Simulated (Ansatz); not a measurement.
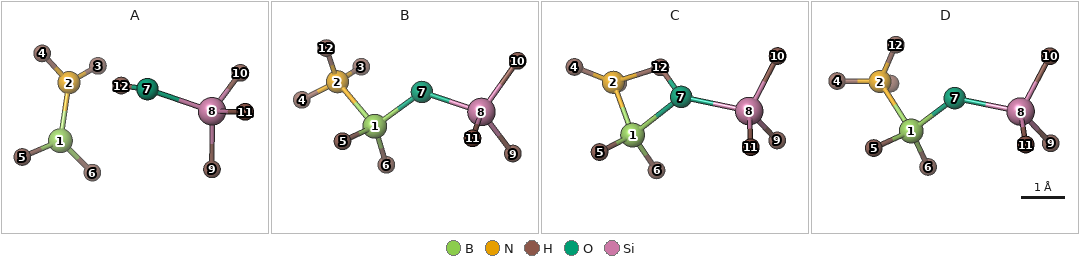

4 geometries from a converged minimum-energy path of BSiNH8O, shuffled. Style: ball-and-stick. Shown from a free direction.

Computed with RKS PBE0-D4/def2-SVP in Ansatz. Settings: 5 movable images; climbing image; force threshold 0.05 eV/Å; iteration limit 60; starting path through a guess of the saddle point.

> Which of them lies highest in energy?

C. In order along the path, whose images run from 0 to 6: A (image 0, 0.00 eV), C (image 2, +0.38 eV), D (image 4, −0.67 eV), B (image 6, −0.75 eV). Breaking: O7–H12 (0.97 → 1.11 at the top → 2.60 Å). Forming: B1–O7 (3.29 → 1.65 at the top → 1.44 Å), N2–H12 (2.07 → 1.44 at the top → 1.02 Å).

Cost: 7 min on 2 threads of Arm Neoverse V1, on a shared host, peak memory 0.2 GiB.
